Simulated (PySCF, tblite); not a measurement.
# C₁₇H₁₁N: excited states

Aim: compute the excited states of C₁₇H₁₁N (`c1ccc2c(c1)ccc1ccc3ncccc3c12`).

Programs: tblite 0.8.0 and PySCF 2.14.0, with routines of our own; each step states its level. All values are computed. Atoms count from 0.

## 1. The system as given

29 atoms, charge 0, multiplicity 1; geometry from: force field or distance geometry start.

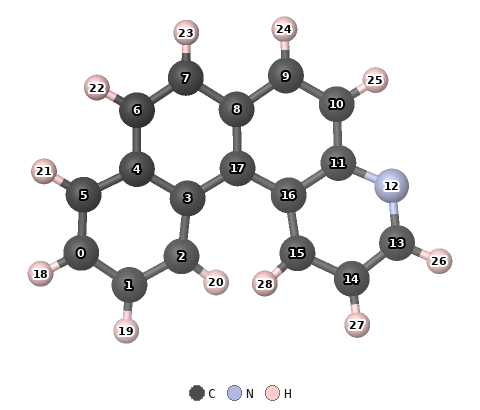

The starting geometry (carbon dark grey, nitrogen light blue, hydrogen pink).

## 2. Optimising the geometry with GFN2-xTB

Job settings and geometry (Å):

```
{"job": {"kind": "relax", "xc": "GFN2-xTB", "basis": "xTB"}, "charge": 0, "multiplicity": 1}
C      3.561300    -1.271000    -0.457200
C      2.476000    -2.096500    -0.412700
C      1.236700    -1.504100    -0.240500
C      1.029000    -0.146000    -0.157800
C      2.175700     0.615100    -0.198300
C      3.441100     0.090900    -0.362800
C      2.111600     1.973700     0.001200
C      0.946400     2.636100     0.279400
C     -0.198300     1.823200     0.315800
C     -1.376600     2.520100     0.596200
C     -2.524500     1.775600     0.633600
C     -2.503200     0.421100     0.408200
N     -3.719400    -0.172700     0.376200
C     -3.790500    -1.464100     0.036700
C     -2.706400    -2.205200    -0.260300
C     -1.467500    -1.557400    -0.198500
C     -1.317700    -0.238500     0.129900
C     -0.160100     0.463700     0.099700
H      4.528600    -1.703700    -0.576000
H      2.601800    -3.172200    -0.474000
H      0.468500    -2.205100    -0.051900
H      4.335000     0.698800    -0.405500
H      3.018300     2.562400    -0.030000
H      0.888100     3.677800     0.443900
H     -1.389700     3.587400     0.768200
H     -3.447500     2.263500     0.857700
H     -4.758800    -1.935700     0.012200
H     -2.790200    -3.253400    -0.522100
H     -0.687700    -2.156000    -0.600600
```

Command:

```bash
$ OMP_NUM_THREADS=1 python excited_run.py task.json out
```

The driver reads the jobs from task.json and runs them one after another.

Standard output:

```text
step      E/eV     max force
  0   -1220.87002    3.304
  1   -1221.45135    2.071
  2   -1221.70023    1.115
  3   -1221.97326    1.188
  4   -1222.15561    1.006
  5   -1222.26187    0.549
  6   -1222.31627    0.470
  7   -1222.36515    0.478
  8   -1222.41239    0.541
  9   -1222.45438    0.412
 10   -1222.48410    0.337
 11   -1222.50621    0.248
 12   -1222.52331    0.236
 13   -1222.53591    0.216
 14   -1222.54609    0.215
 15   -1222.55509    0.198
 16   -1222.56346    0.241
 17   -1222.57150    0.248
 18   -1222.57919    0.167
 19   -1222.58554    0.167
 20   -1222.58978    0.154
 21   -1222.59276    0.137
 22   -1222.59571    0.131
 23   -1222.59906    0.120
 24   -1222.60251    0.107
 25   -1222.60559    0.096
 26   -1222.60862    0.100
 27   -1222.61239    0.152
 28   -1222.61717    0.164
 29   -1222.62221    0.134
 30   -1222.62676    0.129
 31   -1222.63094    0.116
 32   -1222.63491    0.130
 33   -1222.63862    0.127
 34   -1222.64173    0.100
 35   -1222.64438    0.098
 36   -1222.64696    0.127
 37   -1222.64971    0.137
 38   -1222.65253    0.127
 39   -1222.65531    0.103
 40   -1222.65806    0.116
 41   -1222.66072    0.104
 42   -1222.66297    0.086
 43   -1222.66472    0.069
 44   -1222.66621    0.083
 45   -1222.66763    0.082
 46   -1222.66893    0.070
 47   -1222.67010    0.064
 48   -1222.67123    0.072
 49   -1222.67243    0.076
 50   -1222.67365    0.082
 51   -1222.67475    0.067
 52   -1222.67570    0.061
 53   -1222.67657    0.055
 54   -1222.67745    0.064
 55   -1222.67833    0.059
 56   -1222.67921    0.061
 57   -1222.68003    0.056
 58   -1222.68066    0.059
 59   -1222.68109    0.049
 60   -1222.68139    0.038
 61   -1222.68167    0.038
 62   -1222.68196    0.045
 63   -1222.68222    0.044
 64   -1222.68246    0.030
 65   -1222.68269    0.026
 66   -1222.68288    0.024
 67   -1222.68304    0.030
 68   -1222.68319    0.030
 69   -1222.68338    0.028
 70   -1222.68365    0.034
 71   -1222.68396    0.037
 72   -1222.68426    0.039
 73   -1222.68453    0.039
 74   -1222.68485    0.040
 75   -1222.68520    0.042
 76   -1222.68549    0.031
 77   -1222.68566    0.027
 78   -1222.68578    0.022
 79   -1222.68592    0.026
 80   -1222.68610    0.027
 81   -1222.68626    0.023
 82   -1222.68635    0.017
 83   -1222.68641    0.013
 84   -1222.68644    0.013
 85   -1222.68646    0.008
```

Run time: 1.2 s. Hardware: 1 thread of Arm Neoverse V2, shared host; peak memory 0.18 GiB.

Step by step: (not every step is listed)

| step | energy from step 0 (eV) | largest force (eV/Å) |
| --- | --- | --- |
| 0 | 0.0000 | 3.3044 |
| 1 | -0.5813 | 2.0708 |
| 2 | -0.8302 | 1.1152 |
| 3 | -1.1032 | 1.1884 |
| 4 | -1.2856 | 1.0060 |
| 5 | -1.3918 | 0.5495 |
| 6 | -1.4462 | 0.4700 |
| 7 | -1.4951 | 0.4778 |
| 8 | -1.5424 | 0.5412 |
| 15 | -1.6851 | 0.1977 |
| 22 | -1.7257 | 0.1307 |
| 29 | -1.7522 | 0.1342 |
| 36 | -1.7769 | 0.1268 |
| 43 | -1.7947 | 0.0694 |
| 50 | -1.8036 | 0.0818 |
| 57 | -1.8100 | 0.0557 |
| 64 | -1.8124 | 0.0301 |
| 71 | -1.8139 | 0.0369 |
| 78 | -1.8158 | 0.0222 |
| 80 | -1.8161 | 0.0274 |
| 81 | -1.8162 | 0.0231 |
| 82 | -1.8163 | 0.0169 |
| 83 | -1.8164 | 0.0130 |
| 84 | -1.8164 | 0.0127 |
| 85 | -1.8164 | 0.0079 |

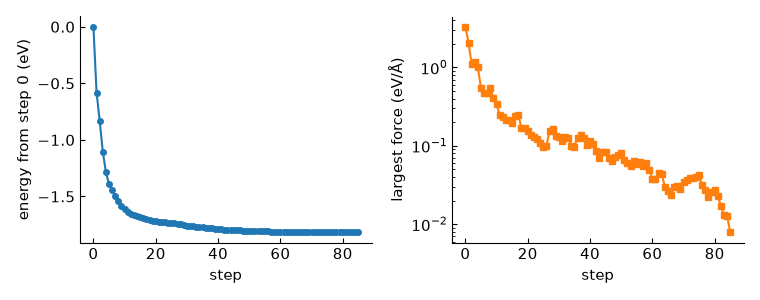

Energy and force, step by step.

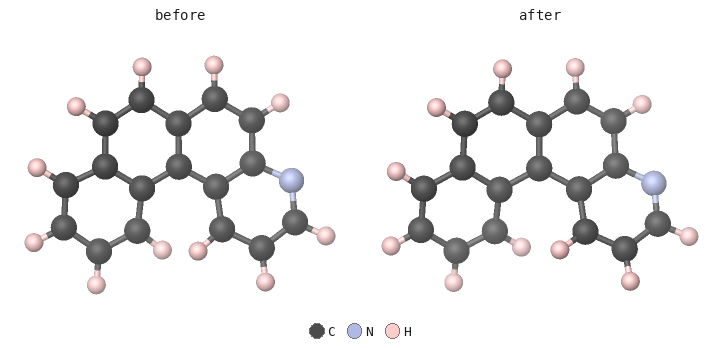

Before and after, at one scale.

Close pairs (by a distance rule), those that changed most:

| bond | before (Å) | after (Å) | change (Å) |
| --- | --- | --- | --- |
| C16–C17 | 1.354 | 1.434 | +0.080 |
| C3–C17 | 1.361 | 1.436 | +0.075 |
| C13–C14 | 1.346 | 1.400 | +0.053 |
| C10–C11 | 1.373 | 1.419 | +0.046 |
| C4–C6 | 1.375 | 1.419 | +0.045 |
| C3–C4 | 1.377 | 1.419 | +0.042 |
| C15–C16 | 1.367 | 1.408 | +0.040 |
| C11–C16 | 1.385 | 1.422 | +0.037 |

The final coordinates are the input of the step that follows.

## 3. Harmonic vibrations with GFN2-xTB

Job settings and geometry (Å):

```
{"job": {"kind": "ir", "xc": "GFN2-xTB", "basis": "xTB"}, "charge": 0, "multiplicity": 1}
C      3.672387    -1.316248    -0.408753
C      2.579785    -2.113325    -0.057618
C      1.339977    -1.555512     0.124448
C      1.127435    -0.174070    -0.043530
C      2.265745     0.641809    -0.270407
C      3.518875     0.042481    -0.486388
C      2.137680     2.054108    -0.211785
C      0.962418     2.623211     0.151593
C     -0.206119     1.836745     0.328537
C     -1.421399     2.451778     0.730958
C     -2.558459     1.730420     0.884825
C     -2.588542     0.366500     0.493889
N     -3.773057    -0.263782     0.535933
C     -3.861915    -1.475790     0.057939
C     -2.799669    -2.122375    -0.584853
C     -1.571923    -1.506788    -0.607372
C     -1.401545    -0.259213     0.022236
C     -0.157535     0.450265     0.100250
H      4.638268    -1.770005    -0.574081
H      2.717405    -3.175190     0.084783
H      0.528871    -2.181373     0.461724
H      4.367764     0.680180    -0.689075
H      3.011764     2.659203    -0.405519
H      0.882792     3.692923     0.283653
H     -1.407699     3.511596     0.942245
H     -3.475515     2.167970     1.246034
H     -4.834091    -1.946149     0.135608
H     -2.956218    -3.071919    -1.073581
H     -0.757388    -1.949497    -1.160834
```

Standard output:

```text
mode    cm-1     km/mol
  1      71.5      0.36
  2      81.0      0.17
  3     118.5      0.34
  4     160.7      1.95
  5     186.5      0.97
  6     234.8      0.52
  7     269.6      0.14
  8     307.4      2.48
  9     366.3      0.37
 10     380.8      0.15
 11     399.4      0.15
 12     420.3      1.81
 13     451.8      1.61
 14     473.3      3.90
 15     496.7      0.96
 16     511.4      0.85
 17     534.9      2.40
 18     548.6      0.64
 19     554.1      0.08
 20     587.0      0.97
 21     644.8      0.99
 22     678.6      1.40
 23     688.4      2.28
 24     723.4      1.48
 25     739.3      4.27
 26     750.1      4.51
 27     769.1     11.15
 28     790.1      5.00
 29     825.3      1.10
 30     838.8      0.18
 31     850.3     20.75
 32     851.6     23.36
 33     880.9      1.73
 34     909.8      0.34
 35     912.7      0.68
 36     914.9      0.39
 37     919.4      0.26
 38     925.4      0.03
 39     932.5      7.23
 40     968.4      0.59
 41    1020.6      0.74
 42    1090.3      1.00
 43    1100.5      1.62
 44    1114.6      7.15
 45    1145.0      1.84
 46    1153.8      0.80
 47    1172.4      0.27
 48    1183.0      2.01
 49    1204.3      1.32
 50    1218.6      1.14
 51    1228.9      0.10
 52    1234.5      0.85
 53    1246.3      2.30
 54    1275.2      0.80
 55    1329.9      6.17
 56    1340.1      2.55
 57    1353.2      3.47
 58    1368.1      0.48
 59    1388.7      1.61
 60    1397.7      0.27
 61    1418.7      3.79
 62    1435.5      3.89
 63    1477.6     12.65
 64    1490.4      0.53
 65    1513.9     18.31
 66    1544.7     16.31
 67    1569.2      7.80
 68    1584.3      9.90
 69    1603.3      0.22
 70    1613.4      3.63
 71    3049.5     48.51
 72    3067.8      2.23
 73    3071.0     11.27
 74    3074.3     23.62
 75    3077.4      4.95
 76    3079.0     37.54
 77    3082.2     92.13
 78    3090.0     83.87
 79    3091.6     37.67
 80    3102.0     29.82
 81    3107.5     22.06
```

Run time: 2.2 s. Hardware: 1 thread of Arm Neoverse V2, shared host; peak memory 0.18 GiB.

Which atoms move in the most intense modes:

| cm⁻¹ | km/mol | atoms |
| --- | --- | --- |
| 852 | 23.4 | C10 11 % |
| 3050 | 48.5 | H26 91 % |
| 3074 | 23.6 | H24 77 % |
| 3079 | 37.5 | H28 32 %, H19 30 %, H27 16 % |
| 3082 | 92.1 | H22 46 %, H23 40 % |
| 3090 | 83.9 | H18 53 %, H19 11 % |
| 3092 | 37.7 | H27 54 %, H28 28 % |
| 3102 | 29.8 | H20 77 %, H19 10 % |

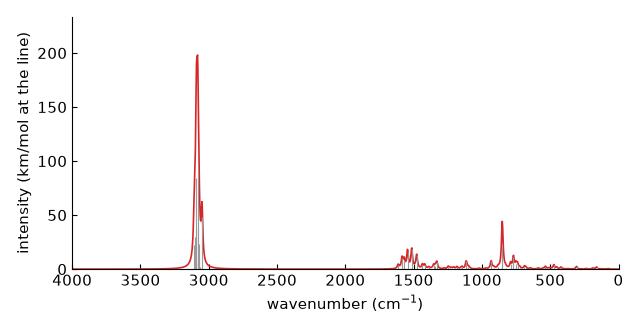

The infrared spectrum from these modes, unscaled. Lines are broadened to a width of 14 cm⁻¹ (Lorentzian).

## 4. Excited states: TDA B3LYP/def2-SVP

Settings changed since step 3:

```diff
@@ -1,2 +1,2 @@
-{"job": {"kind": "ir", "xc": "GFN2-xTB", "basis": "xTB"}, "charge": 0, "multiplicity": 1}
+{"job": {"kind": "states", "xc": "B3LYP", "basis": "def2-SVP", "tda": true, "soc": true, "nstates": 8, "ntriplets": 4, "nquad": 4}, "charge": 0, "multiplicity": 1}
 C      3.672387    -1.316248    -0.408753
```

Level: TDA B3LYP/def2-SVP excited states, vertical, gas phase, spin-orbit mean-field couplings.

Standard output:

```text
coarse grid: 26344 points
cycle   1  E = -708.4795775114  dE =  3.590e+00  |g| = 5.093e-01  |ddm| = 7.819e+00
cycle   2  E = -708.4754105405  dE =  4.167e-03  |g| = 5.595e-01  |ddm| = 1.807e+00
cycle   3  E = -708.5502734020  dE = -7.486e-02  |g| = 1.631e-01  |ddm| = 8.694e-01
cycle   4  E = -708.5559265140  dE = -5.653e-03  |g| = 6.406e-02  |ddm| = 2.771e-01
cycle   5  E = -708.5569448638  dE = -1.018e-03  |g| = 2.319e-02  |ddm| = 1.238e-01
cycle   6  E = -708.5570921064  dE = -1.472e-04  |g| = 5.235e-03  |ddm| = 3.581e-02
cycle   7  E = -708.5570979268  dE = -5.820e-06  |g| = 1.957e-03  |ddm| = 8.363e-03
final grid: 260624 points
cycle   8  E = -708.6983298566  dE = -8.347e-05  |g| = 7.146e-03  |ddm| = 1.070e-01
cycle   9  E = -708.6983213664  dE =  8.490e-06  |g| = 9.124e-03  |ddm| = 2.314e-02
cycle  10  E = -708.6983426330  dE = -2.127e-05  |g| = 2.507e-03  |ddm| = 1.355e-02
cycle  11  E = -708.6983444873  dE = -1.854e-06  |g| = 3.419e-04  |ddm| = 3.993e-03
cycle  12  E = -708.6983445088  dE = -2.150e-08  |g| = 2.101e-04  |ddm| = 7.842e-04
cycle  13  E = -708.6983445199  dE = -1.114e-08  |g| = 6.847e-05  |ddm| = 3.278e-04
cycle  14  E = -708.6983445210  dE = -1.065e-09  |g| = 1.939e-05  |ddm| = 9.686e-05
cycle  15  E = -708.6983445211  dE = -9.118e-11  |g| = 5.989e-06  |ddm| = 3.082e-05
converged SCF energy = -708.6983445211

Singlet excitations
state   eV       nm        f     d(h-e)  d(exc)  Lambda  PR(NTO)  |dmu|/D   mu/D   main configurations
  1   3.7030   334.8   0.01099   0.632   4.261   0.711   1.898    1.513    3.499   H-1->L 0.46, H->L+1 0.35, H->L 0.14
  2   3.8921   318.6   0.01798   0.858   4.350   0.791   1.371    2.292    4.237   H->L 0.66, H-1->L 0.11, H-1->L+1 0.09
  3   4.1506   298.7   0.00823   1.900   3.926   0.448   1.112    4.495    2.771   H-2->L 0.87
  4   4.5683   271.4   0.18929   1.465   4.321   0.472   1.402    3.585    2.122   H-2->L+1 0.62, H->L+1 0.14, H-1->L 0.10
  5   4.6147   268.7   0.06919   0.955   4.711   0.769   2.440                     H-1->L+1 0.46, H->L+2 0.23, H-3->L 0.14
  6   4.7296   262.1   0.50353   0.521   4.338   0.602   2.132                     H-2->L+1 0.25, H->L+1 0.20, H-1->L 0.19
  7   4.7797   259.4   0.01591   0.322   3.864   0.688   2.754                     H-3->L 0.34, H->L+3 0.24, H->L+2 0.16
  8   4.8550   255.4   0.12770   0.836   4.629   0.721   1.699                     H->L+2 0.47, H->L+3 0.16, H-1->L+1 0.15

Triplet excitations (Tamm-Dancoff)
state   eV     d(h-e)  d(exc)  Lambda  PR(NTO)   main configurations
  1   2.8141   0.303   3.723   0.825   1.328   H->L 0.81
  2   3.2694   0.332   3.834   0.691   1.592   H-1->L 0.72, H->L+1 0.18
  3   3.4842   0.804   4.010   0.770   1.106   H->L+1 0.40, H-1->L+1 0.39, H->L 0.12
  4   3.6400   0.481   3.925   0.726   1.391   H-1->L+1 0.41, H->L+1 0.32, H-1->L 0.13
S1 - T1 = 0.8888 eV

Spin-orbit couplings |<S|Hso|T>| (cm-1)
             T1       T2       T3       T4
S0        1.047    2.123    0.485    6.820
S1        0.275    0.089    0.119    0.303
S2        1.038    0.822    0.321    1.353
S3        4.142    3.556    0.679    0.711
S4        0.171    1.107    0.571    4.501
S5        0.758    0.244    0.162    0.232
S6        0.417    1.291    0.619    1.419
S7        0.342    0.194    0.251    1.153
S8        0.587    0.229    0.380    0.209
T1 sublevels (cm-1): 0.000 0.001 0.001   radiative rates (1/s): 0.169 0.0106 0.00229
```

Run time: 3 min. Hardware: 1 thread of Arm Neoverse V2, shared host; peak memory 1.5 GiB.

From this job:

| quantity | value |
| --- | --- |
| S1 less T1 | 0.89 eV |

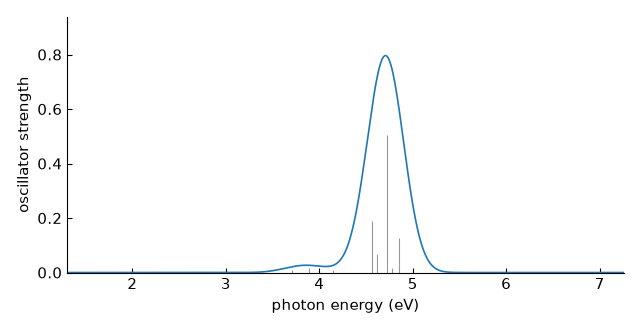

Absorption lines of the singlets. Lines are broadened to a width of 0.40 eV (Gaussian).

## 5. Outcome

| quantity | value |
| --- | --- |
| strongest single infrared mode (GFN2-xTB) | 3082 cm⁻¹, 92 km/mol |
| zero-point energy (GFN2-xTB) | 139.2 kcal/mol |
| S1 less T1 (step 4, TDA B3LYP/def2-SVP) | 0.89 eV |

What this shows: No mode is imaginary among the 81: a minimum at this level. Unscaled tight-binding wavenumbers are off by several per cent, some by more. Its intensities can rank the bands wrongly. In step 4, the number of triplets below S1 is at least 4, and the largest singlet-triplet spin-orbit coupling is S0–T4, 6.82 cm⁻¹.
